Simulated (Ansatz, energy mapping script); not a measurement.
# MnS in the rock-salt structure: J from the energies of magnetic orders, part 3 of 3

How strongly do the moments of MnS in the rock-salt structure couple under PBE+U (4.4 eV)? The plan is to run several orders and fit a Heisenberg model.

PBE with U = 4.4 eV on Mn d, ortho-atomic projectors; plane waves, U on orthogonalised atomic orbitals unless named otherwise, collinear spin, no spin–orbit coupling.

So far. Step 9 (Run 6 (uncompensated ++−; cell C, 6 atoms)): The run ends ferrimagnetic, 25.24 meV a magnetic atom below the parallel order of its cell. Step 10 (Order 7: parallel, cell D of 6 atoms): The run ends ferromagnetic. For each magnetic atom its energy differs from the parallel run of the first cell by 0.01 meV, an error that one common reference would have brought in.

## Step 11: Order 8: uncompensated ++−, cell D of 6 atoms

This order reverses 6.67 of the 12 neighbours at 3.77 Å, 2.67 of the 6 neighbours at 5.33 Å and 8 of the 24 neighbours at 6.52 Å, counted for an average magnetic atom.

input.yaml

```yaml
crystal:
  lattice:
    - [0.0, -2.663168897, -2.663168897]
    - [-5.326337794, 0.0, 0.0]
    - [2.663168897, 5.326337794, -2.663168897]
  atoms:
    - { symbol: Mn, position: [0.666666667, 0.666666667, 0.333333333], spin: 4.5 }
    - { symbol: Mn, position: [0.333333333, 0.333333333, 0.666666667], spin: 4.5 }
    - { symbol: Mn, position: [0.0, 0.0, 0.0], spin: -4.5 }
    - { symbol: S, position: [0.666666667, 0.166666667, 0.333333333] }
    - { symbol: S, position: [0.333333333, 0.833333333, 0.666666667] }
    - { symbol: S, position: [0.0, 0.5, 0.0] }
magnetization:
  spin_polarized: true
kpoints:
  mp_grid: { grid: [7, 7, 7] }
hamiltonian:
  xc: pbe
  hubbard:
    sites:
      - { species: Mn, l: d, u_eff: 4.4 }
      - { site: 0, l: d, u_eff: 4.4, starting_ns: [{ spin: up, occupation_matrix: mn1_major }, { spin: down, occupation_matrix: mn1_minor }] }
      - { site: 1, l: d, u_eff: 4.4, starting_ns: [{ spin: up, occupation_matrix: mn1_major }, { spin: down, occupation_matrix: mn1_minor }] }
      - { site: 2, l: d, u_eff: 4.4, starting_ns: [{ spin: up, occupation_matrix: mn1_minor }, { spin: down, occupation_matrix: mn1_major }] }
    projectors: ortho-atomic
    occupation_matrices:
      mn1_major:
        matrix:
          - [0.994, 0.0, 0.0, 0.0, 0.0]
          - [0.0, 0.999, 0.0, 0.0, 0.0]
          - [0.0, 0.0, 0.999, 0.0, 0.0]
          - [0.0, 0.0, 0.0, 0.994, 0.0]
          - [0.0, 0.0, 0.0, 0.0, 0.999]
      mn1_minor:
        matrix:
          - [0.095, 0.0, 0.0, 0.0, 0.0]
          - [0.0, 0.021, 0.0, 0.0, 0.0]
          - [0.0, 0.0, 0.021, 0.0, 0.0]
          - [0.0, 0.0, 0.0, 0.095, 0.0]
          - [0.0, 0.0, 0.0, 0.0, 0.021]
scf:
  occupations: { method: fermi_dirac, width: 0.04 }
output:
  eigenvalues: true
```

Command:

```bash
$ ansatz run input.yaml --threads 4 --pin off --max-ram 8192MiB --backend cpu --events-out ev --progress --plain --runs-dir out
```

Numbers of over 12 decimals in the logs are rounded to 6 here.

The program printed:

```text
[...]
Crystal: 6 atoms, lattice volume = 113.331 Å³
Basis set: ecut = 420 eV, 2185 PW (Γ)
Bands: 46, of which v1, the nominal top of the filled ones, is band 32 counted from 1 (31 counted from 0)
Symmetry: 8 space group operations
[...]
k-points: 64 of 343
[...]
Starting moments: Σ|m| = 13.5 μB on 3 of 6 sites
[...]
k-point 1 ↑: bands = [... 28 lower, 5.9423, 6.7746, 7.4670, 7.8086, 7.9092, 8.1560, 11.1936, 11.6525, ... 10 higher]
  k-point 2 ↑: bands = [... 28 lower, 6.4072, 6.5301, 6.7158, 7.6386, 7.7951, 8.5449, 11.0341, 11.7396, ... 10 higher]
  k-point 63 ↓: bands = [... 28 lower, 8.1448, 11.9109, 11.9203, 12.1953, 12.3701, 12.4099, 12.4732, 12.5391, ... 10 higher]
Occupation matrices written to <dir>
[key lines of the parts left out:]
SCF converged after 14 iterations
Magnetization: 5.0000 μB (34.0000 up, 29.0000 down)
Free energy (F): -14403.203360 eV
Fermi energy:    9.685125 eV
```

Elapsed: 18 s, on 4 threads of Arm Neoverse V1, shared host; peak memory 0.84 GiB; 69 s of CPU time.

The run ends ferrimagnetic, 22.66 meV a magnetic atom below the parallel order of its cell.

## Step 12: From energies to couplings

Each energy difference is a sum of couplings weighted by the pairs that the order reverses. A few near shells are fitted to the differences by least squares. Energies are those extrapolated to zero occupation width, not the free energies F.

Energies from the parallel order of the same cell:

```csv
order,atoms,energy (meV a magnetic atom),moments (μB),moments kept as typed,"opposed neighbours at 3.77, 5.33, 6.52 Å"
parallel in cell A,4,0.00,4.57,yes,"0, 0, 0"
compensated +− in cell A,4,-31.57,4.50,yes,"6, 6, 12"
parallel in cell B,4,0.00,4.57,yes,"0, 0, 0"
compensated +− in cell B,4,-11.78,4.55,yes,"8, 0, 16"
parallel in cell C,6,0.00,4.57,yes,"0, 0, 0"
uncompensated ++− in cell C,6,-25.24,4.50 to 4.53,yes,"4, 4, 12"
parallel in cell D,6,0.00,4.57,yes,"0, 0, 0"
uncompensated ++− in cell D,6,-22.66,4.51 to 4.54,yes,"6.67, 2.67, 8"
```

The Heisenberg fit (each pair counts twice, positive J is ferromagnetic):

```csv
pair,distance (Å),neighbours,J (meV)
Mn–Mn,3.77,12,-0.706
Mn–Mn,5.33,6,-2.03
Mn–Mn,6.52,24,-0.0423
```

Adding the shell at 7.53 Å gives -0.38, -1.9, -0.18 and -0.35 meV and a mean-field temperature of 55.7 K, an exact solve that tests nothing.

In mean field these couplings order at 94.4 K, at q = (0.50, 0.50, 0.50) in fractions of the conventional cell's reciprocal vectors, and give a Curie–Weiss temperature of -168 K.

## Step 13: Finite temperature

Mean field ignores fluctuations and overstates the ordering temperature, so the model is also sampled. The heat capacity peaks where order sets in.

Classical unit spins with these couplings on 8×8×4 copies of a cell that holds the lowest order (512 spins), heat-bath sweeps, cooled from random directions, 1009 sweeps to settle and 3027 measured at each temperature, averaged over 4 runs.

```csv
T (K),order along the lowest pattern,net moment,heat capacity (k_B a spin)
11.3,0.47,0.01,1.08
19.4,0.40,0.01,1.09
31.4,0.34,0.01,1.17
39.5,0.37,0.01,1.29
47.5,0.35,0.02,1.42
59.6,0.28,0.02,1.80
63.6,0.25,0.02,1.86
67.6,0.22,0.02,1.92
75.7,0.16,0.02,1.14
83.7,0.12,0.02,0.69
95.8,0.09,0.02,0.37
104,0.08,0.02,0.28
```

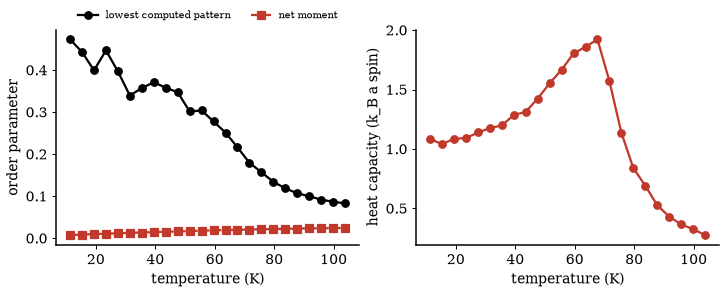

Order parameter and heat capacity against temperature.

The smoothed heat capacity peaks at 64.2 K. The order column follows one pattern alone; equivalent domains or another pattern share the rest.

## Step 14: What came out

| Property | Result |
| --- | --- |
| lowest order tried | compensated +− in cell A |
| largest fitted value, Mn–Mn at 5.33 Å | -2.03 meV |
| ordering temperature, mean field | 94.4 K |
| heat-capacity peak, Monte Carlo | 64.2 K |

**Reading.** Of the orders tried, MnS in the rock-salt structure prefers the order “compensated +− in cell A” under PBE+U (4.4 eV), with 6 of 12 neighbours at 3.77 Å, 6 of 6 neighbours at 5.33 Å and 12 of 24 neighbours at 6.52 Å opposed. The largest fitted coupling is the Mn–Mn pair at 5.33 Å, antiferromagnetic at -2.0 meV, across a ligand at about 180°. It also takes up the part of reversed shells that are not fitted, so neither its size nor its rank as a single path is established. The orders also reverse pairs at 7.53 Å, which are not fitted, so the fitted values hold their part too. With 4 differences for 3 couplings the fit misses by 2.3 meV at most, which is not small: farther shells, terms beyond the Heisenberg form or the mesh can cause that. In the fitted orders moments change by up to 1.5 % against the parallel run of the same cell, so their size stays put. One more shell, at 7.53 Å, moves the mean-field temperature from 94.4 to 55.7 K, so the temperatures, and any agreement with experiment, hang on where the fit is cut. Monte Carlo puts the peak at 0.68 of the mean-field temperature, since mean field leaves out fluctuations. In tests on simple cubic and body-centred models such peaks lay 5 to 6 % under the bulk value. On cooling, the order along the one computed pattern stays at or under 0.47: the model settles in an equivalent domain, a degenerate mixture or another order. The parallel order holds 5 μB a magnetic atom, spin 2.5; the common factor (S+1)/S would raise the classical 64.2 K to 89.9 K, a correction that often overshoots. The classical value and the one scaled by (S+1)/S differ by a factor of 1.4, so closeness of either to the measured temperature is partly a matter of convention. The cell was built from a prototype and relaxed; a distortion that needs a larger cell, or another structure that the compound may prefer, is not captured.

Calculation against experiment:

| quantity | measured | PBE (U 4.6 eV) | PBE+U (4.4 eV), Monte Carlo | PBE+U (4.4 eV), Monte Carlo × (S+1)/S |
| --- | --- | --- | --- | --- |
| lattice constant a (Å) | 5.224 | 5.326 (+2.0 %) | - | - |
| ordering temperature (spin model) (K) | 150 | - | 64 (-57.2 %) | 90 (-40.1 %) |

Measured values from arxiv:1108.4537 (2011).

**Verdict.** The lattice constant a is off by +2.0 %. The ordering temperature is off by -57.2 % at PBE+U (4.4 eV), Monte Carlo: a clear miss. Of the levels listed, nearest comes PBE+U (4.4 eV), Monte Carlo × (S+1)/S (-40.1 %). A U picked for its result is no test. The grades are ours: good and fair within 0.7 and 1.5 % for the lattice constant a. For lattice constants the calculation has a static lattice, without zero-point motion or thermal expansion (measured at up to 300 K).

[Logs and program files are shortened in this print: banners, set-up blocks, solver, clock and traceback lines can be left out without a mark of their own.]

[Logs are printed without paths, hosts, clocks, repeated set-up lines and the standing remarks that a program may print on its own settings, such as how far it seeks lower states.]

[Hosts, paths, dates, database ids (printed as entryN), source tags and the programs' standing remarks are cut or masked in the printed files.]

[Where a cell is said to come from a database of computed structures, the database is the Materials Project.]
